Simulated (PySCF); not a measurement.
Consider C5H11AlO3 (SMILES CO/C=[CH]\[Al]([O]C)[O]C).

Input

```
{"job": {"kind": "nmr", "xc": "PBE0", "basis": "pcSseg-1"}, "charge": 0, "multiplicity": 1}
C      2.004984    -0.916693    -0.304871
O      2.633718    -0.374341     0.812621
C      1.848807     0.260229     1.723478
C      0.540873     0.507323     1.670295
Al    -0.608540     0.276467     0.081834
O     -0.766135     1.624406    -0.864969
C     -0.948229     2.758419    -1.656292
O     -1.374987    -1.156600    -0.224382
C     -2.002413    -2.390517    -0.397365
H      2.791510    -1.280602    -0.964382
H      1.339722    -1.740560    -0.023387
H      1.394874    -0.164140    -0.841126
H      2.471956     0.536870     2.569407
H      0.168208     1.044935     2.534538
H     -1.176247     3.620871    -1.024349
H     -1.772502     2.608188    -2.358527
H     -0.036569     2.968389    -2.222788
H     -1.617572    -2.886305    -1.292846
H     -3.081028    -2.253730    -0.507847
H     -1.815577    -3.031929     0.468528
```

Run with:

```sh
OMP_NUM_THREADS=1 python probes_run.py task.json out
```

Geometry: GFN2-xTB.

These are results of PBE0/pcSseg-1, SCF density, gas phase, non-relativistic (PySCF), not measurements.

**What can the converged electron density and electron localisation function tell about the bonding?**

Al–O (1.65 Å): ρ is about 0.85 e/Å³ halfway; the ELF peaks at about 0.80 in the valence shell of O, 0.6 Å from its nucleus, and is about 0.35 at the midpoint.
C–Al (1.97 Å): the density is about 0.69 e/Å³ at the midpoint; the ELF peaks at about 0.95 between the atoms, as expected for a polar covalent bond.
C–H (1.09 Å): the density is about 2 e/Å³ at the midpoint; the ELF climbs to about 1 towards the hydrogen, as it does in any bond to H; a covalent bond by its length.

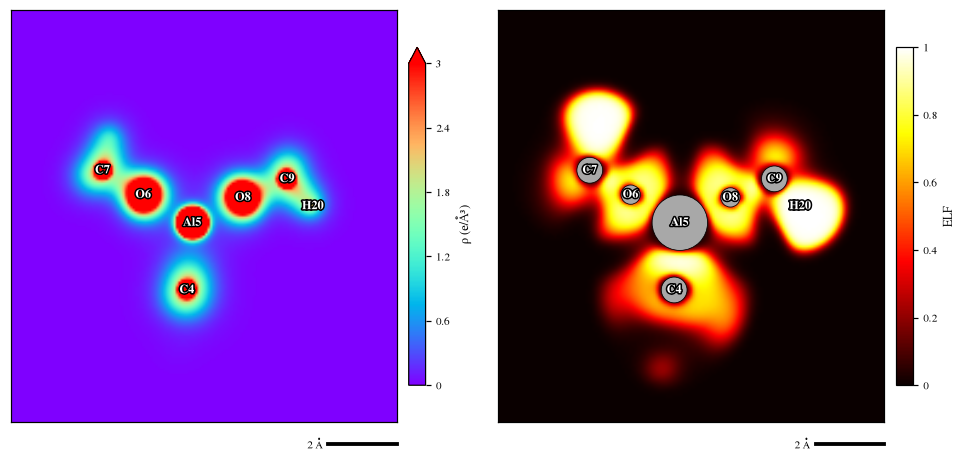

Computed electron density and electron localisation function on the plane of atoms C4, Al5 and O8, in this order. Grey discs cover the atomic cores in the ELF map. 
